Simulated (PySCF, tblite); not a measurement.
# C3H8OSi: dynamics, then NMR shifts and electronic excitations on frames, part 2 of 2

tblite 0.8.0 and PySCF 2.14.0. Atoms count from 0. The steps go on from the part before.

**7. Nuclear shieldings: 625 fs, PBE0/pcSseg-1**

What the job is given:

```
{"job": {"kind": "nmr", "xc": "PBE0", "basis": "pcSseg-1", "pop": false}, "charge": 0, "multiplicity": 1}
C     -1.009200    -1.307200     0.134600
C      0.355100    -0.620300     0.227500
O      0.206200     0.473200     1.111800
Si    -1.396100     0.963200     1.307800
C     -2.124300    -0.263300     0.160600
H     -1.093100    -1.841600    -0.835900
H     -1.112600    -2.103800     0.803800
H      1.228200    -1.273000     0.644500
H      0.845600    -0.312100    -0.732900
H     -1.668300     0.688400     2.710800
H     -1.500200     2.361500     0.947300
H     -2.267100     0.357700    -0.808600
H     -3.013700    -0.738200     0.272700
```

Level: GIAO PBE0/pcSseg-1 NMR shielding, non-relativistic, gas phase.

What it wrote:

```text
coarse grid: 10928 points
cycle   1  E = -483.3353937570  dE =  5.856e-01  |g| = 6.983e-01  |ddm| = 3.137e+00
cycle   2  E = -483.1918577771  dE =  1.435e-01  |g| = 1.115e+00  |ddm| = 1.819e+00
cycle   3  E = -483.4284485718  dE = -2.366e-01  |g| = 9.593e-02  |ddm| = 1.313e+00
cycle   4  E = -483.4299383807  dE = -1.490e-03  |g| = 4.478e-02  |ddm| = 1.088e-01
cycle   5  E = -483.4304248184  dE = -4.864e-04  |g| = 6.683e-03  |ddm| = 4.231e-02
cycle   6  E = -483.4304339121  dE = -9.094e-06  |g| = 1.084e-03  |ddm| = 6.888e-03
final grid: 99736 points
cycle   7  E = -483.4702084774  dE = -1.297e-05  |g| = 1.019e-02  |ddm| = 1.792e-02
cycle   8  E = -483.4701836057  dE =  2.487e-05  |g| = 1.534e-02  |ddm| = 1.785e-02
cycle   9  E = -483.4702289678  dE = -4.536e-05  |g| = 1.089e-03  |ddm| = 1.150e-02
cycle  10  E = -483.4702292183  dE = -2.505e-07  |g| = 1.669e-04  |ddm| = 1.176e-03
cycle  11  E = -483.4702292246  dE = -6.248e-09  |g| = 2.931e-05  |ddm| = 1.911e-04
cycle  12  E = -483.4702292247  dE = -1.692e-10  |g| = 1.165e-05  |ddm| = 4.000e-05
converged SCF energy = -483.4702292247

GIAO shielding tensors (ppm)
atom      isotropic    diamagn.    paramagn.     s11        s22        s33       span
  0 C      162.688     250.615     -87.927    135.493    171.701    180.869     45.376
  1 C      112.828     242.325    -129.497     81.199     95.989    161.294     80.095
  2 O      295.398     396.070    -100.672    230.382    267.336    388.476    158.094
  3 Si     348.337     879.405    -531.068    287.819    346.452    410.741    122.922
  4 C      179.384     254.204     -74.820    164.619    173.075    200.458     35.839
  5 H       29.189      30.454      -1.265     24.306     26.786     36.475     12.169
  6 H       30.731      31.779      -1.048     25.521     28.538     38.134     12.614
  7 H       25.892      27.696      -1.804     21.799     24.467     31.410      9.610
  8 H       26.984      30.123      -3.138     22.709     25.351     32.894     10.185
  9 H       26.877      28.565      -1.688     23.076     24.455     33.099     10.023
 10 H       26.862      28.788      -1.926     23.422     24.367     32.796      9.375
 11 H       29.444      29.745      -0.300     24.785     26.355     37.193     12.408
 12 H       32.288      31.169       1.119     27.125     29.413     40.325     13.200
```

It took 12 s on 1 thread of Intel Xeon Platinum 8488C, shared host; peak memory 0.66 GiB.

This run: δ C1 74.1, C0 24.2, C4 7.5, O2 40.7, H7 5.82, H10 4.86 ppm.

**8. Excited states and response: 625 fs, PBE0/def2-SVPD**

Settings changed since step 7:

```diff
@@ -1,2 +1,2 @@
-{"job": {"kind": "nmr", "xc": "PBE0", "basis": "pcSseg-1", "pop": false}, "charge": 0, "multiplicity": 1}
+{"job": {"kind": "uv", "xc": "PBE0", "basis": "def2-SVPD", "nstates": 5, "ntriplets": 0}, "charge": 0, "multiplicity": 1}
 C     -1.009200    -1.307200     0.134600
```

Method: TDDFT PBE0/def2-SVPD, vertical, gas phase, core orbitals frozen in the response.

What it wrote:

```text
coarse grid: 10928 points
cycle   1  E = -483.1253496875  dE =  5.441e-01  |g| = 6.603e-01  |ddm| = 4.602e+00
cycle   2  E = -482.9693902888  dE =  1.560e-01  |g| = 1.104e+00  |ddm| = 1.842e+00
cycle   3  E = -483.2141178874  dE = -2.447e-01  |g| = 9.501e-02  |ddm| = 1.136e+00
cycle   4  E = -483.2156657999  dE = -1.548e-03  |g| = 4.493e-02  |ddm| = 1.668e-01
cycle   5  E = -483.2161733147  dE = -5.075e-04  |g| = 6.842e-03  |ddm| = 6.346e-02
cycle   6  E = -483.2161838516  dE = -1.054e-05  |g| = 1.283e-03  |ddm| = 1.507e-02
cycle   7  E = -483.2161842914  dE = -4.399e-07  |g| = 3.394e-04  |ddm| = 2.597e-03
final grid: 99736 points
cycle   8  E = -483.2855355164  dE = -1.506e-05  |g| = 8.661e-03  |ddm| = 8.219e-02
cycle   9  E = -483.2855146174  dE =  2.090e-05  |g| = 1.344e-02  |ddm| = 2.240e-02
cycle  10  E = -483.2855510803  dE = -3.646e-05  |g| = 9.511e-04  |ddm| = 1.425e-02
cycle  11  E = -483.2855512838  dE = -2.036e-07  |g| = 1.696e-04  |ddm| = 1.166e-03
cycle  12  E = -483.2855512909  dE = -7.091e-09  |g| = 2.546e-05  |ddm| = 3.363e-04
cycle  13  E = -483.2855512911  dE = -1.507e-10  |g| = 9.785e-06  |ddm| = 7.292e-05
converged SCF energy = -483.2855512911

Static polarisability (au): isotropic 62.757, principal 56.265 60.896 71.111

Singlet excitations
state   eV       nm        f      main configurations
  1   6.5581    189.1   0.00249   H->L 0.98
  2   6.8989    179.7   0.02172   H->L+1 0.97
  3   7.5273    164.7   0.03669   H-1->L 0.96
  4   7.6829    161.4   0.02311   H-1->L+1 0.65, H->L+2 0.21, H->L+3 0.10
  5   7.7567    159.8   0.00089   H->L+2 0.56, H-1->L+1 0.32
```

It took 17 s on 1 thread of Intel Xeon Platinum 8488C, shared host; peak memory 0.74 GiB.

This run: HOMO -7.49 eV, LUMO 0.44 eV; lowest singlet 6.56 eV.

**9. Shielding tensors: 800 fs, PBE0/pcSseg-1**

What the job is given:

```
{"job": {"kind": "nmr", "xc": "PBE0", "basis": "pcSseg-1", "pop": false}, "charge": 0, "multiplicity": 1}
C     -0.817600    -0.736800    -0.581400
C      0.347000     0.095200     0.191300
O     -0.097600     0.329400     1.449200
Si    -1.691400     0.601300     1.585300
C     -2.123200    -0.112500    -0.155200
H     -0.672700    -0.927000    -1.640700
H     -0.885100    -1.774700    -0.210100
H      1.323800    -0.478500     0.024000
H      0.530600     0.906800    -0.418900
H     -2.105400    -0.263600     2.786200
H     -2.165900     1.980900     1.513400
H     -2.544200     0.615800    -0.871000
H     -2.907700    -0.793100    -0.101800
```

Method: GIAO PBE0/pcSseg-1 NMR shielding, non-relativistic, gas phase.

What it wrote:

```text
coarse grid: 10928 points
cycle   1  E = -483.3359433715  dE =  6.101e-01  |g| = 6.665e-01  |ddm| = 3.148e+00
cycle   2  E = -483.2377680037  dE =  9.818e-02  |g| = 9.827e-01  |ddm| = 1.484e+00
cycle   3  E = -483.4212957232  dE = -1.835e-01  |g| = 8.284e-02  |ddm| = 1.011e+00
cycle   4  E = -483.4223374159  dE = -1.042e-03  |g| = 4.049e-02  |ddm| = 9.796e-02
cycle   5  E = -483.4227317858  dE = -3.944e-04  |g| = 6.220e-03  |ddm| = 3.804e-02
cycle   6  E = -483.4227396516  dE = -7.866e-06  |g| = 1.227e-03  |ddm| = 6.488e-03
final grid: 99736 points
cycle   7  E = -483.4632996336  dE = -1.735e-05  |g| = 9.836e-03  |ddm| = 1.996e-02
cycle   8  E = -483.4632806862  dE =  1.895e-05  |g| = 1.395e-02  |ddm| = 1.629e-02
cycle   9  E = -483.4633188129  dE = -3.813e-05  |g| = 1.016e-03  |ddm| = 1.011e-02
cycle  10  E = -483.4633190313  dE = -2.184e-07  |g| = 1.904e-04  |ddm| = 1.160e-03
cycle  11  E = -483.4633190390  dE = -7.776e-09  |g| = 4.012e-05  |ddm| = 2.086e-04
cycle  12  E = -483.4633190393  dE = -3.147e-10  |g| = 1.433e-05  |ddm| = 4.920e-05
converged SCF energy = -483.4633190393

GIAO shielding tensors (ppm)
atom      isotropic    diamagn.    paramagn.     s11        s22        s33       span
  0 C      155.977     248.381     -92.404    135.194    154.204    178.533     43.339
  1 C      120.920     243.892    -122.972     81.285    116.067    165.408     84.123
  2 O      314.936     393.432     -78.496    248.027    332.678    364.101    116.074
  3 Si     348.775     878.913    -530.138    274.479    338.195    433.652    159.173
  4 C      180.289     250.829     -70.539    166.576    174.084    200.208     33.631
  5 H       29.923      31.133      -1.210     25.458     27.379     36.933     11.476
  6 H       29.807      31.556      -1.750     24.637     27.798     36.984     12.347
  7 H       26.634      28.343      -1.710     21.880     25.142     32.879     10.999
  8 H       29.451      32.726      -3.276     24.407     27.923     36.022     11.615
  9 H       25.738      27.196      -1.458     22.064     23.508     31.644      9.580
 10 H       26.322      28.148      -1.826     22.864     23.976     32.128      9.264
 11 H       30.618      30.089       0.528     26.026     27.210     38.617     12.591
 12 H       32.100      30.985       1.115     27.504     29.072     39.723     12.219
```

Run time: 9.6 s. Hardware: 1 thread of Intel Xeon Platinum 8488C, shared host; peak memory 0.66 GiB.

In short: δ C1 66.0, C0 30.9, C4 6.6, O2 21.1, H9 5.98, H10 5.39 ppm.

**10. Ultraviolet spectrum: 800 fs, PBE0/def2-SVPD**

Settings changed since step 9:

```diff
@@ -1,2 +1,2 @@
-{"job": {"kind": "nmr", "xc": "PBE0", "basis": "pcSseg-1", "pop": false}, "charge": 0, "multiplicity": 1}
+{"job": {"kind": "uv", "xc": "PBE0", "basis": "def2-SVPD", "nstates": 5, "ntriplets": 0}, "charge": 0, "multiplicity": 1}
 C     -0.817600    -0.736800    -0.581400
```

Level: TDDFT PBE0/def2-SVPD, vertical, gas phase, core orbitals frozen in the response.

What it wrote:

```text
coarse grid: 10928 points
cycle   1  E = -483.1242895790  dE =  5.700e-01  |g| = 6.305e-01  |ddm| = 4.756e+00
cycle   2  E = -483.0207434828  dE =  1.035e-01  |g| = 9.594e-01  |ddm| = 1.684e+00
cycle   3  E = -483.2057981978  dE = -1.851e-01  |g| = 8.223e-02  |ddm| = 9.695e-01
cycle   4  E = -483.2068953397  dE = -1.097e-03  |g| = 4.111e-02  |ddm| = 1.464e-01
cycle   5  E = -483.2073201575  dE = -4.248e-04  |g| = 6.369e-03  |ddm| = 5.889e-02
cycle   6  E = -483.2073291173  dE = -8.960e-06  |g| = 1.368e-03  |ddm| = 1.501e-02
final grid: 99736 points
cycle   7  E = -483.2774923428  dE = -1.873e-05  |g| = 9.234e-03  |ddm| = 7.837e-02
cycle   8  E = -483.2774746949  dE =  1.765e-05  |g| = 1.311e-02  |ddm| = 2.411e-02
cycle   9  E = -483.2775105994  dE = -3.590e-05  |g| = 9.864e-04  |ddm| = 1.453e-02
cycle  10  E = -483.2775108254  dE = -2.259e-07  |g| = 1.637e-04  |ddm| = 1.275e-03
cycle  11  E = -483.2775108315  dE = -6.104e-09  |g| = 3.898e-05  |ddm| = 3.261e-04
cycle  12  E = -483.2775108318  dE = -3.674e-10  |g| = 1.643e-05  |ddm| = 9.566e-05
converged SCF energy = -483.2775108318

Static polarisability (au): isotropic 63.563, principal 57.025 61.753 71.911

Singlet excitations
state   eV       nm        f      main configurations
  1   6.9597    178.1   0.00339   H->L 0.94
  2   7.2074    172.0   0.03886   H-1->L 0.91
  3   7.4151    167.2   0.02710   H->L+1 0.95
  4   7.6239    162.6   0.01742   H-1->L+1 0.94
  5   7.7094    160.8   0.01024   H-2->L 0.92
```

It took 14 s on 1 thread of Intel Xeon Platinum 8488C, shared host; peak memory 0.73 GiB.

In short: HOMO -8.05 eV, LUMO 0.29 eV; lowest singlet 6.96 eV.

**11. NMR shieldings: 1000 fs, PBE0/pcSseg-1**

What the job is given:

```
{"job": {"kind": "nmr", "xc": "PBE0", "basis": "pcSseg-1", "pop": false}, "charge": 0, "multiplicity": 1}
C     -0.788700    -0.614000    -0.465800
C      0.216600    -0.042100     0.450000
O     -0.367200     0.067600     1.781600
Si    -1.994700    -0.196700     1.738000
C     -2.196400    -0.147200    -0.158000
H     -0.489800    -0.377900    -1.521700
H     -0.672600    -1.693200    -0.389400
H      1.128700    -0.680700     0.518200
H      0.496400     0.950100     0.217600
H     -2.300400    -1.546200     2.186700
H     -2.627400     0.901500     2.402500
H     -2.443000     0.890200    -0.406600
H     -3.021600    -0.740100    -0.543100
```

With the program's defaults for keys left out, this is: GIAO PBE0/pcSseg-1 NMR shielding, non-relativistic, gas phase.

What it wrote:

```text
coarse grid: 10928 points
cycle   1  E = -483.3503083252  dE =  6.118e-01  |g| = 6.923e-01  |ddm| = 3.140e+00
cycle   2  E = -483.2090843719  dE =  1.412e-01  |g| = 1.106e+00  |ddm| = 1.883e+00
cycle   3  E = -483.4418361540  dE = -2.328e-01  |g| = 9.450e-02  |ddm| = 1.365e+00
cycle   4  E = -483.4432537718  dE = -1.418e-03  |g| = 4.611e-02  |ddm| = 1.097e-01
cycle   5  E = -483.4437731450  dE = -5.194e-04  |g| = 6.204e-03  |ddm| = 4.445e-02
cycle   6  E = -483.4437810490  dE = -7.904e-06  |g| = 7.007e-04  |ddm| = 6.325e-03
final grid: 99736 points
cycle   7  E = -483.4835262831  dE = -1.640e-05  |g| = 1.057e-02  |ddm| = 2.118e-02
cycle   8  E = -483.4834973159  dE =  2.897e-05  |g| = 1.626e-02  |ddm| = 1.917e-02
cycle   9  E = -483.4835483794  dE = -5.106e-05  |g| = 1.193e-03  |ddm| = 1.249e-02
cycle  10  E = -483.4835486771  dE = -2.977e-07  |g| = 1.876e-04  |ddm| = 1.319e-03
cycle  11  E = -483.4835486847  dE = -7.635e-09  |g| = 4.017e-05  |ddm| = 2.191e-04
cycle  12  E = -483.4835486850  dE = -3.008e-10  |g| = 1.684e-05  |ddm| = 4.489e-05
converged SCF energy = -483.4835486850

GIAO shielding tensors (ppm)
atom      isotropic    diamagn.    paramagn.     s11        s22        s33       span
  0 C      163.238     251.785     -88.547    143.569    171.096    175.049     31.480
  1 C      112.219     245.705    -133.486     68.287    105.981    162.390     94.104
  2 O      305.380     395.547     -90.167    259.148    284.359    372.633    113.486
  3 Si     354.747     879.472    -524.725    293.959    349.611    420.670    126.711
  4 C      176.092     251.269     -75.177    162.714    170.354    195.209     32.496
  5 H       29.005      30.703      -1.698     24.133     26.508     36.374     12.241
  6 H       29.888      32.089      -2.201     24.549     27.995     37.120     12.571
  7 H       26.876      29.960      -3.084     22.100     25.970     32.559     10.458
  8 H       28.167      32.307      -4.139     22.707     27.276     34.519     11.812
  9 H       26.936      28.619      -1.683     23.045     24.397     33.367     10.322
 10 H       26.960      28.675      -1.715     23.476     24.487     32.917      9.441
 11 H       30.680      30.632       0.047     26.614     27.224     38.201     11.587
 12 H       30.811      29.088       1.723     26.242     27.644     38.547     12.305
```

Run time: 9.3 s. Hardware: 1 thread of Intel Xeon Platinum 8488C, shared host; peak memory 0.66 GiB.

Key values: δ C1 74.7, C0 23.7, C4 10.8, O2 30.7, H7 4.84, H9 4.78 ppm.

**12. Ultraviolet spectrum: 1000 fs, PBE0/def2-SVPD**

Settings changed since step 11:

```diff
@@ -1,2 +1,2 @@
-{"job": {"kind": "nmr", "xc": "PBE0", "basis": "pcSseg-1", "pop": false}, "charge": 0, "multiplicity": 1}
+{"job": {"kind": "uv", "xc": "PBE0", "basis": "def2-SVPD", "nstates": 5, "ntriplets": 0}, "charge": 0, "multiplicity": 1}
 C     -0.788700    -0.614000    -0.465800
```

With the program's defaults for keys left out, this is: TDDFT PBE0/def2-SVPD, vertical, gas phase, core orbitals frozen in the response.

What it wrote:

```text
coarse grid: 10928 points
cycle   1  E = -483.1392352846  dE =  5.713e-01  |g| = 6.546e-01  |ddm| = 4.603e+00
cycle   2  E = -482.9870025206  dE =  1.522e-01  |g| = 1.093e+00  |ddm| = 1.853e+00
cycle   3  E = -483.2264707854  dE = -2.395e-01  |g| = 9.280e-02  |ddm| = 1.134e+00
cycle   4  E = -483.2278993667  dE = -1.429e-03  |g| = 4.640e-02  |ddm| = 1.681e-01
cycle   5  E = -483.2284451780  dE = -5.458e-04  |g| = 6.375e-03  |ddm| = 6.645e-02
cycle   6  E = -483.2284542809  dE = -9.103e-06  |g| = 9.277e-04  |ddm| = 1.487e-02
final grid: 99736 points
cycle   7  E = -483.2978106346  dE = -1.975e-05  |g| = 9.777e-03  |ddm| = 8.311e-02
cycle   8  E = -483.2977844077  dE =  2.623e-05  |g| = 1.504e-02  |ddm| = 2.635e-02
cycle   9  E = -483.2978309528  dE = -4.655e-05  |g| = 1.238e-03  |ddm| = 1.652e-02
cycle  10  E = -483.2978312961  dE = -3.434e-07  |g| = 1.831e-04  |ddm| = 1.521e-03
cycle  11  E = -483.2978313039  dE = -7.738e-09  |g| = 4.103e-05  |ddm| = 3.788e-04
cycle  12  E = -483.2978313043  dE = -3.715e-10  |g| = 1.908e-05  |ddm| = 9.297e-05
converged SCF energy = -483.2978313043

Static polarisability (au): isotropic 62.013, principal 55.516 60.257 70.265

Singlet excitations
state   eV       nm        f      main configurations
  1   6.8466    181.1   0.00392   H->L 0.64, H->L+1 0.33
  2   7.0870    174.9   0.01589   H->L+1 0.64, H->L 0.34
  3   7.4161    167.2   0.02457   H-1->L 0.80, H-1->L+1 0.15
  4   7.5903    163.3   0.03094   H-1->L+1 0.78, H-1->L 0.17
  5   7.8809    157.3   0.02422   H->L+2 0.85, H->L+3 0.09
```

Wall time 14 s (1 thread of Intel Xeon Platinum 8488C, shared host); peak memory 0.73 GiB.

In short: HOMO -7.70 eV, LUMO 0.51 eV; lowest singlet 6.85 eV.

**13. Comparing the runs: NMR shifts**

Shifts (ppm) of some atoms, chosen among heavy atoms and hydrogens apart, with basis size and wall time:

```csv
frame,C1,C0,C4,H8,H11,O2,Si3,functions,time
250 fs,70.9,26.1,19.7,2.60,1.09,35.1,-17.9,132,14 s
425 fs,74.9,29.2,10.6,4.08,-0.43,30.3,-21.3,132,13 s
625 fs,74.1,24.2,7.5,4.73,2.27,40.7,0.8,132,12 s
800 fs,66.0,30.9,6.6,2.27,1.10,21.1,0.4,132,9.6 s
1000 fs,74.7,23.7,10.8,3.55,1.04,30.7,-5.6,132,9.3 s
```

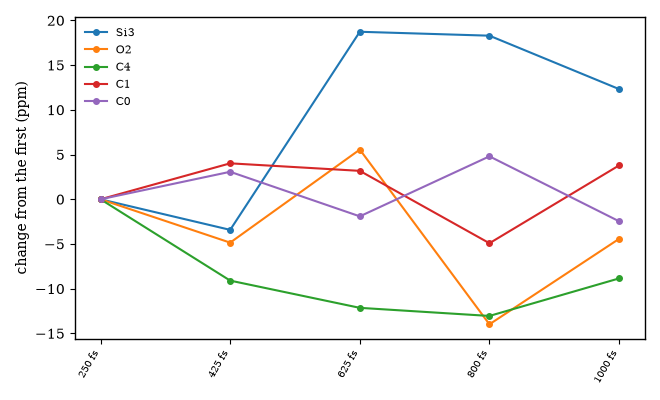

How five of the tabulated atoms move from run to run.

**14. Side by side: electronic excitations**

Excitations and ground-state properties, with basis size and wall time:

```csv
frame,lowest singlet (eV),brightest (eV),f,gap (eV),α (Å³),μ (D),functions,time
250 fs,7.04,8.10,0.045,8.44,9.11,1.28,171,18 s
425 fs,7.04,7.76,0.028,8.44,9.43,1.91,171,15 s
625 fs,6.56,7.53,0.037,7.93,9.30,2.15,171,17 s
800 fs,6.96,7.21,0.039,8.34,9.42,1.27,171,14 s
1000 fs,6.85,7.59,0.031,8.22,9.19,1.74,171,14 s
```

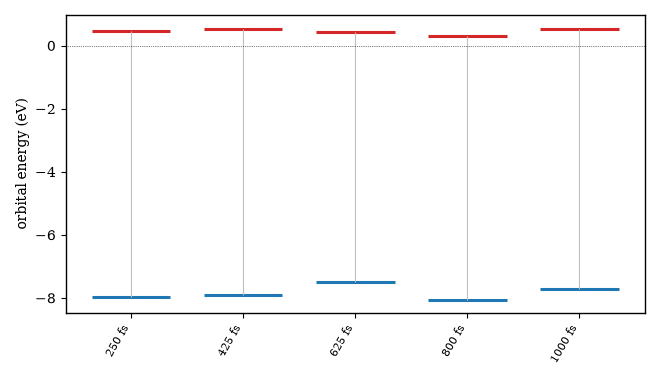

HOMO (blue) and LUMO (red) run by run.

**15. Outcome**

This closing draws on all 2 parts.

| quantity | value |
| --- | --- |
| thermostat | 400 K |
| mean temperature, second half | 390 K |
| mean potential energy above the minimum | 0.60 eV |
| 13C shifts against TMS (PBE0/pcSseg-1, 250 fs) | 70.9, 26.1, 19.7 ppm |
| 1H shifts against TMS (PBE0/pcSseg-1, 250 fs) | 5.13, 4.37, 4.17, 2.60, 1.82, 1.57, 1.23, 1.09 ppm |
| 17O shifts against H2O (PBE0/pcSseg-1, 250 fs) | 35.1 ppm |
| 29Si shifts against TMS (PBE0/pcSseg-1, 250 fs) | -17.9 ppm |
| surface potential, 1st and 99th percentile | -1.49 V and 1.22 V |
| lowest singlet (PBE0/def2-SVPD, 250 fs) | 7.04 eV (176 nm), f = 0.011 |
| brightest single state of those computed | state 5, 8.10 eV, f = 0.045 |
| range of the shift of Si3 | -21.3 to 0.8 ppm |
| range of the lowest singlet | 6.56 to 7.04 eV |

**Reading.** In the second half the potential energy averages 0.60 eV above the minimum; equipartition over 33 harmonic modes at 400 K would give 0.57 eV. With 13 atoms the temperature swings widely (224 to 518 K). Shifts at one fixed geometry are not the observed spectrum, which averages over the motion. In the first frame run (250 fs): The largest span, 141 ppm, is at Si3, where the paramagnetic term is -513 ppm. The lowest singlet, at 7.04 eV, is HOMO→LUMO 0.88 and is weak; of the 5 states computed, the strongest absorption comes from state 5 at 8.10 eV (the last computed, so partners may be missing). States above −ε(HOMO) lie where TDDFT describes them poorly and they hang on the basis; the brightest is among them. In ppm, Si3 moves most: its shift spreads over 22.2 ppm, from -21.3 (425 fs) to 0.8 (625 fs). The lowest singlet runs from 6.56 eV (625 fs) to 7.04 eV (250 fs), while the orbital gap spans 7.93 to 8.44 eV. The lowest state need not be the same one in every run.
